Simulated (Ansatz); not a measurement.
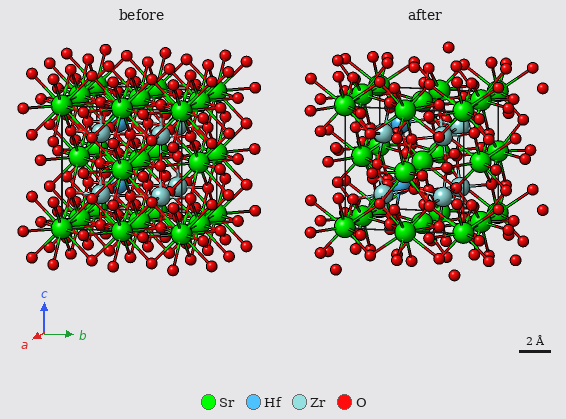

The structure of a crystal of Sr8Hf2Zr6O24 (a generated structure, set up in P1) before (left) and after (right) a relaxation, at one scale.

The picture is a ball-and-stick view of the cell of the calculation, seen slightly off an axis.

Level of theory: Ansatz, DFT, PBEsol, PAW, plane waves.

Input
```yaml
crystal:
  lattice:
    - [8.250715, 0.000000, 0.000000]
    - [0.000000, 8.250715, 0.000000]
    - [0.000000, 0.000000, 8.250715]
  atoms:
    - { symbol: Sr, position: [0.998540, 0.997455, 0.998518] }
    - { symbol: Sr, position: [0.005216, 0.002730, 0.497269] }
    - { symbol: Sr, position: [0.997500, 0.499302, 0.998792] }
    - { symbol: Sr, position: [0.999454, 0.501633, 0.499997] }
    - { symbol: Sr, position: [0.501272, 0.002283, 0.999422] }
    - { symbol: Sr, position: [0.501729, 0.997610, 0.500681] }
    - { symbol: Sr, position: [0.504712, 0.503047, 0.000553] }
    - { symbol: Sr, position: [0.503226, 0.502630, 0.499358] }
    - { symbol: Hf, position: [0.248903, 0.251306, 0.251118] }
    - { symbol: Hf, position: [0.245385, 0.254256, 0.752820] }
    - { symbol: Zr, position: [0.248883, 0.748906, 0.253604] }
    - { symbol: Zr, position: [0.250554, 0.748800, 0.746437] }
    - { symbol: Zr, position: [0.750227, 0.251317, 0.249474] }
    - { symbol: Zr, position: [0.750708, 0.252425, 0.747360] }
    - { symbol: Zr, position: [0.748850, 0.751310, 0.253532] }
    - { symbol: Zr, position: [0.748262, 0.751409, 0.750158] }
    - { symbol: O, position: [0.249511, 0.250883, 0.995807] }
    - { symbol: O, position: [0.249211, 0.250994, 0.500074] }
    - { symbol: O, position: [0.253430, 0.749461, 0.004334] }
    - { symbol: O, position: [0.249495, 0.749546, 0.496521] }
    - { symbol: O, position: [0.748149, 0.250003, 0.997730] }
    - { symbol: O, position: [0.753008, 0.247254, 0.500297] }
    - { symbol: O, position: [0.750931, 0.753140, 0.999068] }
    - { symbol: O, position: [0.749858, 0.749224, 0.501071] }
    - { symbol: O, position: [0.000894, 0.250952, 0.251262] }
    - { symbol: O, position: [0.995514, 0.248118, 0.748068] }
    - { symbol: O, position: [0.999613, 0.749838, 0.245535] }
    - { symbol: O, position: [0.003338, 0.749538, 0.749599] }
    - { symbol: O, position: [0.504616, 0.245505, 0.248387] }
    - { symbol: O, position: [0.493664, 0.247593, 0.747586] }
    - { symbol: O, position: [0.498049, 0.751955, 0.248340] }
    - { symbol: O, position: [0.504171, 0.751967, 0.754224] }
    - { symbol: O, position: [0.249662, 0.001851, 0.251796] }
    - { symbol: O, position: [0.250918, 0.999946, 0.745841] }
    - { symbol: O, position: [0.257351, 0.501215, 0.252973] }
    - { symbol: O, position: [0.246903, 0.498876, 0.751922] }
    - { symbol: O, position: [0.749706, 0.001008, 0.248215] }
    - { symbol: O, position: [0.749416, 0.001538, 0.751746] }
    - { symbol: O, position: [0.746802, 0.499669, 0.244646] }
    - { symbol: O, position: [0.751836, 0.499020, 0.746727] }
  symmetry: { detect: false }
kpoints:
  mp_grid: { grid: [1, 1, 1], shift: [0.25, 0.25, 0.25] }
hamiltonian:
  xc: pbesol
scf:
  occupations: { method: fermi_dirac, width: 0.01 }
relax:
  f_tol: 0.03
  max_steps: 80
  escape_saddle: false
  adjacent_minimum: "off"
  cell: { fix: [shape] }
output:
  forces: true
  eigenvalues: true
  populations: true
```

Command:
```bash
ansatz run in.yaml --threads 7 --pin off --max-ram 13300MiB --runs-dir r --events-out ev --progress --plain
```

Q: Summarise the run.

A: O39 moves most relative to the cell: 0.49 Å along [−1 0 2]. By element the largest moves are O 0.49 Å, Sr 0.21 Å, Hf 0.06 Å, Zr 0.04 Å. Cell: a = b = c 8.251 → 8.166 Å (−1.0 %). Volume −3.0 %. Near-neighbour distances that change, for instance: Sr1–O23 2.870 → 3.449 Å, Sr8–O24 2.878 → 3.449 Å, Sr5–O32 2.891 → 3.443 Å, Sr2–O25 2.884 → 3.429 Å. Bond angles that change, for instance: Zr13–O37–Zr15 178.5° → 154.3°, Zr14–O40–Zr16 178.6° → 154.4°, Hf9–O33–Zr11 179.6° → 155.4°. The space group (tolerance 0.01 Å) goes from P1 (No. 1) to P-1 (No. 2). The energy falls by 2.488 eV per cell of the calculation in 11 geometry steps. Largest force component: 1.3 eV/Å at the start, 0.0017 eV/Å at the end. Pressure: −0.02 GPa at the start and 0.00 GPa at the end. Cost: 51 s on 7 threads of Arm Neoverse-V2, peak memory 1.2 GiB.
